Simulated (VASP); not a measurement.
Band structure of NiSb (NiAs type). These are MS2 meta-GGA, VASP's PBE PAW potentials (set 64) (plane waves; VASP) values and carry that method's errors.

Unless said otherwise, spin-orbit coupling is left out, though it shifts the bands of the heavy elements here.

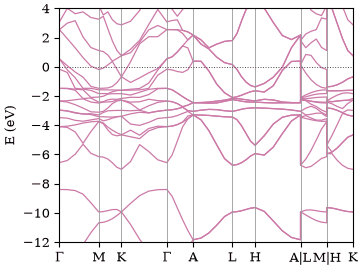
Bands along high-symmetry lines, zero at the valence-band maximum or, without a gap, the Fermi level

**Question.** Read the plot: is there a gap, and where are the band edges?

**Answer.** It has no gap at this level: it comes out as a metal or semimetal.

The compound is NiSb in the NiAs type structure. It was relaxed first. The run is not spin-polarised, so no magnetic state was tried.
